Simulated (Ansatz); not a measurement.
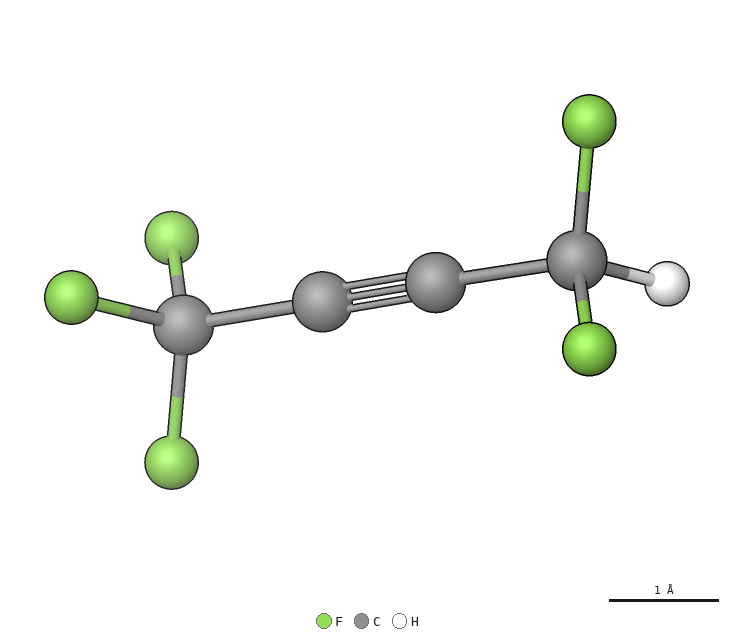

Give the formula.

Answer. C₄HF₅, 10 atoms: 4 carbon, 1 hydrogen and 5 fluorine.

Name some functional groups or characteristic bonds that it holds.

Answer. Among them: alkyne, C–F bond.

Does it have rings?

Answer. It has no ring.

Count the bonded pairs by element.

Answer. 5 C–F, 3 C–C, 1 C–H.

More results for the same structure follow; atom numbers are the same in all pictures, views and colours differ. Computed geometry: PBE0-D4/def2-TZVP optimisation.

Symmetry

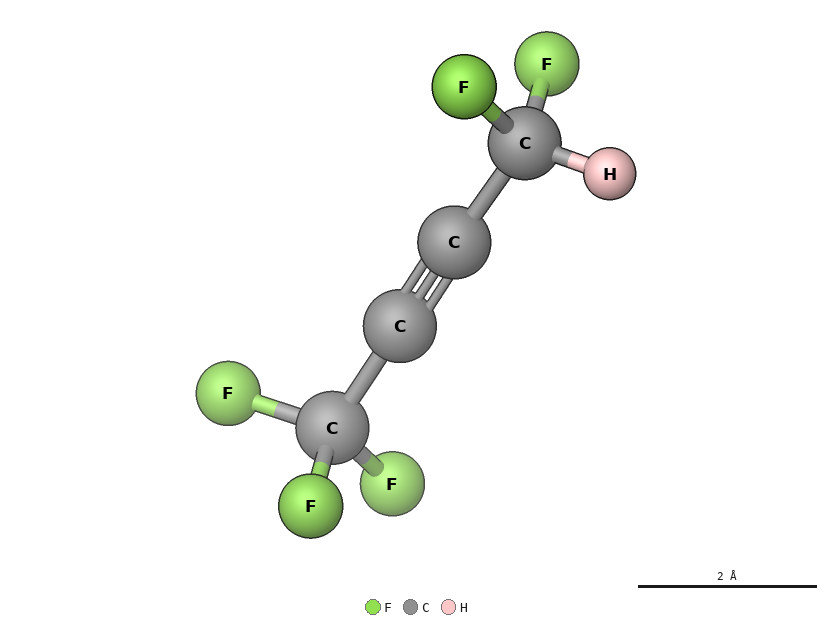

Atoms fade into the background with distance from the viewer. Masses are those of the most abundant isotopes; constants are for the rigid equilibrium geometry.

Classify the rotor and give the rotational constants (cm⁻¹).

Answer. An asymmetric top (Cs): A = 0.121, B = 0.0219, C = 0.0208 cm⁻¹. Ray's parameter κ is −0.98, close to the prolate limit.

Levels of theory compared

Program: Ansatz 0.2.0.

Tabulate dipole (D), HOMO–LUMO gap (eV), HOMO energy (eV) at these levels: B3LYP-D4/def2-TZVPP; PBE-D4/def2-TZVPP; r2SCAN-D4/def2-TZVPP; ωB97M-V/def2-TZVPP.

```
               level  dipole (D)  HOMO–LUMO gap (eV)  HOMO energy (eV)
 B3LYP-D4/def2-TZVPP        1.66                8.12             −9.39
   PBE-D4/def2-TZVPP        1.52                6.22             −8.25
r2SCAN-D4/def2-TZVPP        1.59                6.73             −8.55
  ωB97M-V/def2-TZVPP        1.66               13.12            −11.92
```

Vibrations

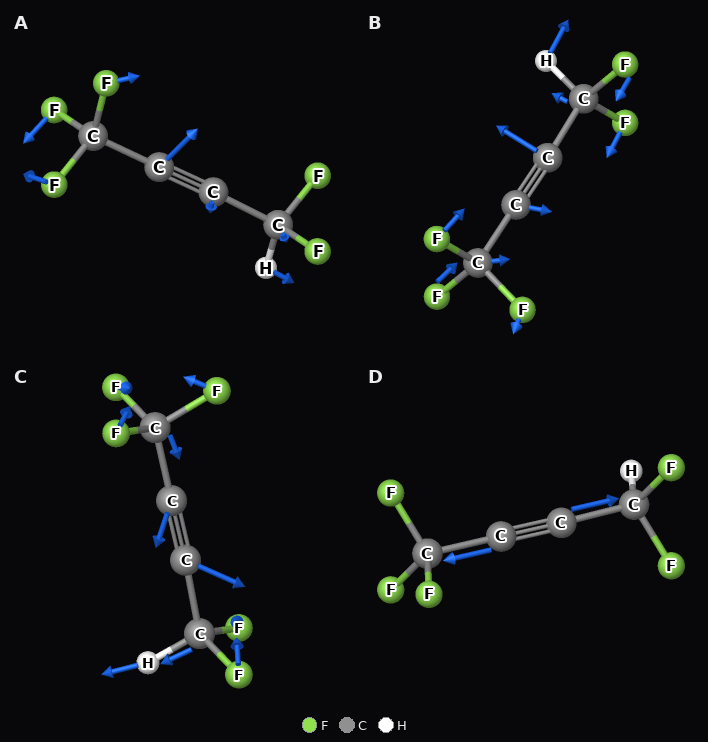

4 normal modes of one molecule or complex, as arrows. Harmonic vibrations computed with RKS PBE0-D4/def2-TZVP (Ansatz 0.2.0) at a stationary point of the same level.

Match the panels to the wavenumbers 224 cm⁻¹, 464 cm⁻¹, 682 cm⁻¹, 2414 cm⁻¹.

Answer. A: 464 cm⁻¹, angle bending
B: 224 cm⁻¹
C: 682 cm⁻¹
D: 2414 cm⁻¹, out-of-phase stretching of 3 C–C bonds

Charges

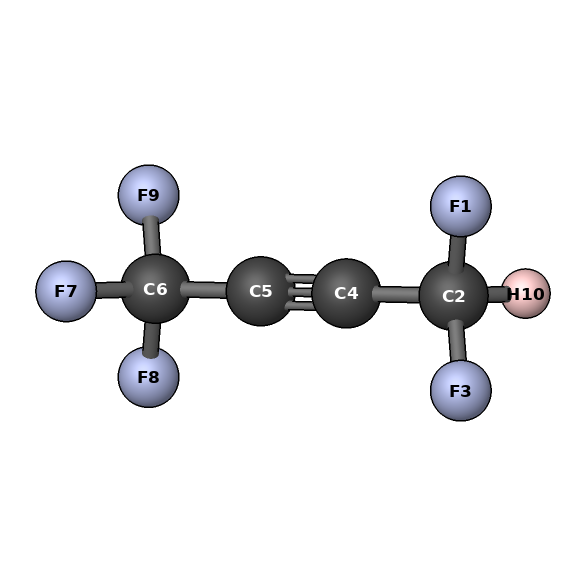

The questions are on Mulliken charges. Method: RKS PBE-D4/def2-TZVPP (Ansatz 0.2.0).

Which atom carries the highest charge (most positive or least negative)?

Answer. C6 (0.39 e).

And the lowest?

Answer. F1, F3 (−0.14 e).

List the Mulliken charges.

```json
{"atom": "F1", "value (e)": "−0.14"}
{"atom": "C2", "value (e)": "0.20"}
{"atom": "F3", "value (e)": "−0.14"}
{"atom": "C4", "value (e)": "0.01"}
{"atom": "C5", "value (e)": "−0.10"}
{"atom": "C6", "value (e)": "0.39"}
{"atom": "F7", "value (e)": "−0.11"}
{"atom": "F8", "value (e)": "−0.11"}
{"atom": "F9", "value (e)": "−0.11"}
{"atom": "H10", "value (e)": "0.09"}
```

Mulliken values depend strongly on the basis set and can even reverse the polarity of a bond.
